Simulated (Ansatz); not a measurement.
# AlClFH2N: what the fields show

Input file:

```
crystal:
  periodic: [false, false, false]
  atoms:
    - { symbol: Al, position_ang: [0.0, 0.0, 0.0] }
    - { symbol: F, position_ang: [0.0, 0.0, 1.69] }
    - { symbol: "N", position_ang: [1.6627, 0.0, -0.96] }
    - { symbol: H, position_ang: [2.1293, -0.9179, -1.2118] }
    - { symbol: H, position_ang: [2.1141, 0.9179, -1.2382] }
    - { symbol: Cl, position_ang: [-1.9312, 0.0, -1.115] }
basis:
  gaussian: { orbitals: def2-SVP }
hamiltonian:
  xc: revpbe
relax:
  f_tol: 0.02
  max_steps: 40
output:
  orbitals: {}
```

Launched as:

```sh
ansatz run input.yaml --threads 1 --pin off --max-ram 2048MiB --backend cpu --events-out ev --progress --plain --runs-dir out
```

The fields are those of the run's last geometry, not of the input's.

The calculation used Ansatz 0.2.0, RKS revPBE/def2-SVP.

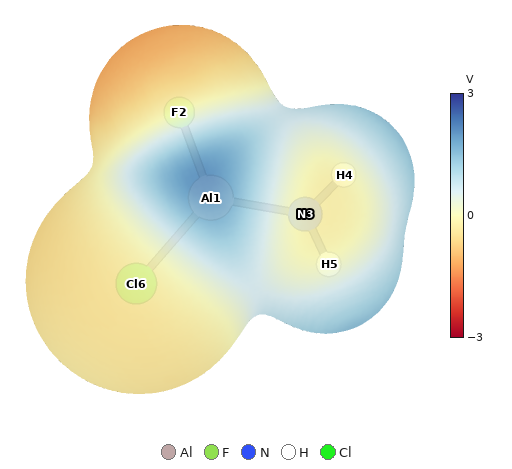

Figure 1. The electrostatic potential painted on the density surface at 0.001 e/bohr³, seen across its widest extent; the colour scale runs from red (negative) to blue (positive).

Question: Where is the surface potential most negative and most positive?

Answer: The most negative region (about −1.2 V, or −28 kcal/mol for a unit charge) lies over F2, the most positive (about +2.0 V, or +46 kcal/mol for a unit charge) over Al1.

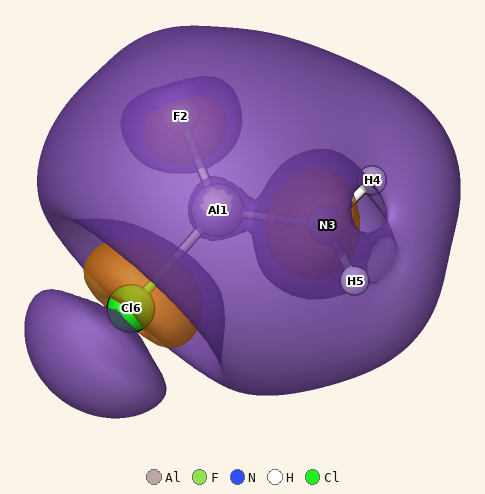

Figure 2. The LUMO at ±0.04 Å⁻³ᐟ² (orange and purple are the two phases), seen at a tilt.

Question: Describe this orbital and give its energy.

Answer: Its weight (Hirshfeld) is mainly on Al1 (about 60 %), Cl6 (about 15 %), N3 (about 10 %) and F2 (about 10 %); it is symmetric in the molecular plane (an in-plane orbital: σ, lone-pair or in-plane π type). Its energy is −1.28 eV.

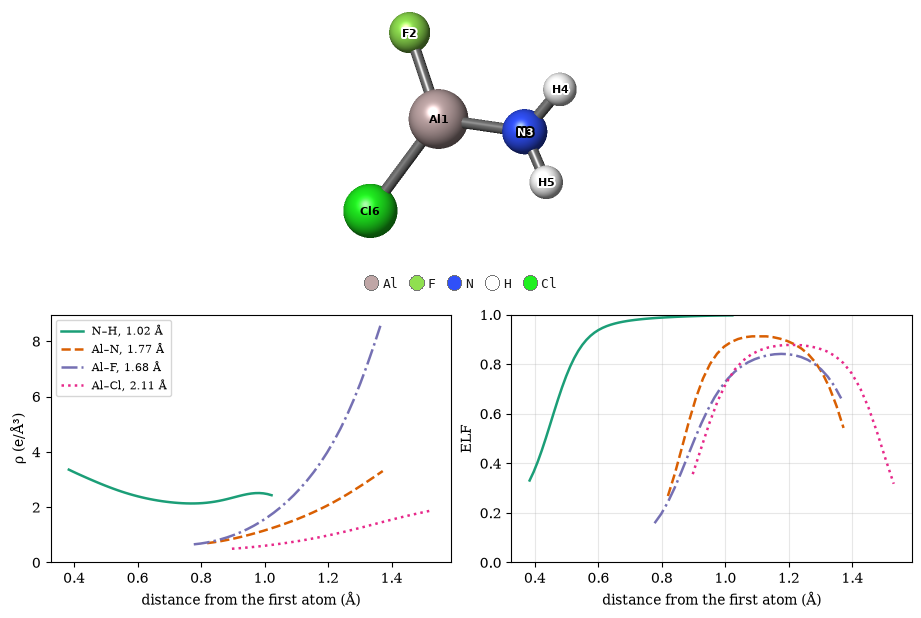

Figure 3. Electron density and ELF along straight lines between neighbouring atoms. The curves leave out the atomic cores. The structure is drawn too.

Question: Compare the contacts.

Answer: N–H (1.02 Å): ρ is about 2.7 e/Å³ halfway; the ELF climbs to about 1 towards the hydrogen, as it does in any bond to H (a covalent bond by its length).
Al–N (1.77 Å): ρ is about 0.82 e/Å³ halfway; the ELF peaks at about 0.90 between the atoms; a shared but strongly polarised pair.
Al–F (1.68 Å): ρ is about 0.77 e/Å³ halfway; the ELF peaks at about 0.85 in the valence shell of F, 0.5 Å from its nucleus, and is about 0.30 at the midpoint.
Al–Cl (2.11 Å): the density is about 0.69 e/Å³ at the midpoint; the ELF peaks at about 0.90 in the valence shell of Cl, 0.9 Å from its nucleus, and is about 0.80 at the midpoint.
